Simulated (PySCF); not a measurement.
# C₄H₈FNSi₂: what the fields show

```xyz
16

C    -1.0190   -1.4585    0.9514
C    -0.4157   -0.0586    0.8806
Si   -1.1599    1.1734   -0.4142
C     0.6686    1.5061   -0.9859
F     1.1248    2.7737   -0.6209
Si    1.3657    0.1113    0.1638
C     1.7749   -1.3774   -0.8850
N     2.0023   -2.2984   -1.5270
H    -0.4732   -2.0840    1.6564
H    -2.0580   -1.4124    1.2737
H    -0.9857   -1.9439   -0.0215
H    -0.4606    0.3727    1.8846
H    -1.9448    0.5223   -1.4605
H    -1.8216    2.3529    0.1313
H     0.8820    1.4239   -2.0538
H     2.5127    0.4057    1.0156
```

Geometry: GFN2-xTB.

Method: PySCF, PBE0/pcSseg-1, SCF density, gas phase, non-relativistic.

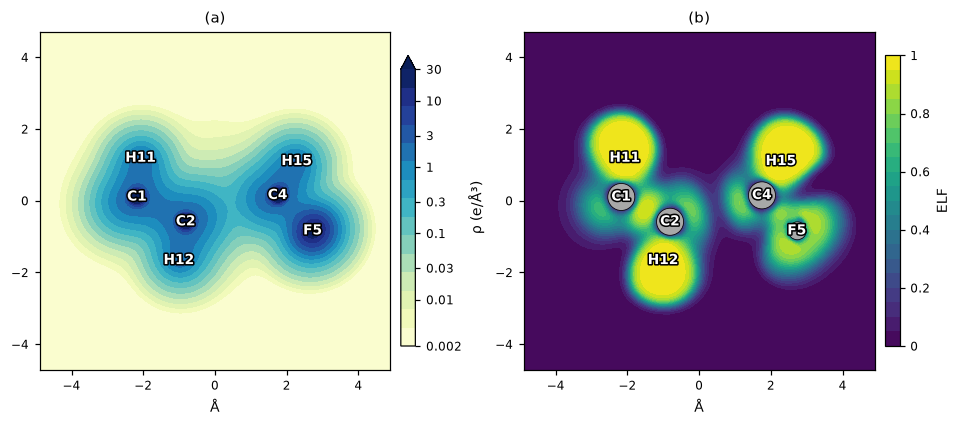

Figure 1. (a) total electron density; (b) ELF on the plane of atoms F5, C4 and H15. Grey discs cover the atomic cores in the ELF map.

Interpret the plot.

The section cuts through C, F and H sites. C–F (1.40 Å): ρ is about 2 e/Å³ halfway, with its minimum of 1.5 e/Å³ about 0.5 Å from C; the ELF peaks at about 0.80 between the atoms; a polar covalent bond. C–C (1.53 Å): ρ is about 1.6 e/Å³ halfway; the ELF peaks at about 0.95 between the atoms; a shared electron pair. C–H (1.09 Å): the density is about 2 e/Å³ at the midpoint; the ELF climbs to about 1 towards the hydrogen, as it does in any bond to H; an ordinary covalent bond to hydrogen. The ELF also peaks beside F5, away from the bonds: lone-pair regions.

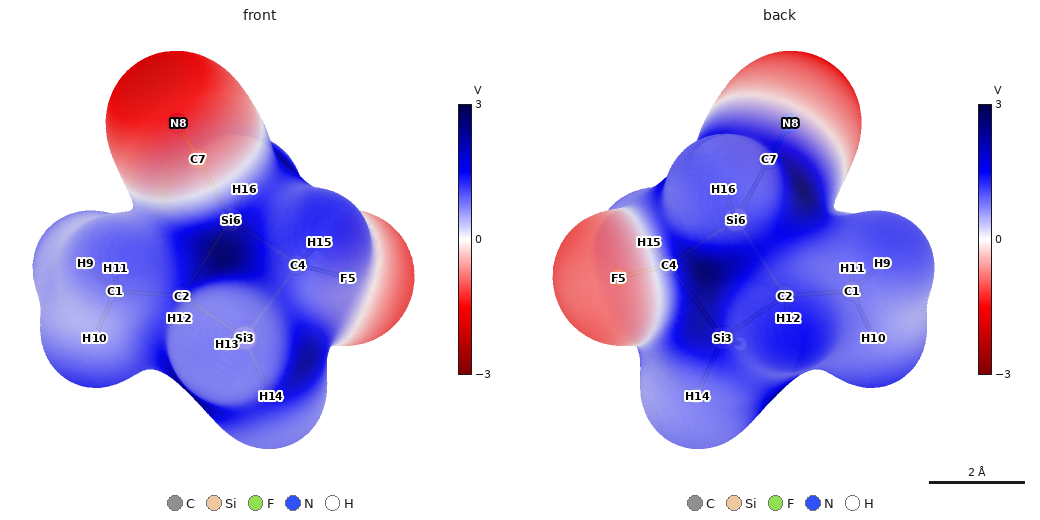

Figure 2. The molecular electrostatic potential painted on the density surface at 0.004 e/bohr³, seen from the front and from behind; the colour scale runs from red (negative) to blue (positive).

Describe the electrostatic potential map.

The most negative region (about −1.9 V) lies over N8, the most positive (about +2.7 V) over Si3 and Si6. N8 is the likeliest acceptor of a hydrogen bond.

What dipole moment does the calculation give?

Its dipole moment is 3.20 D.
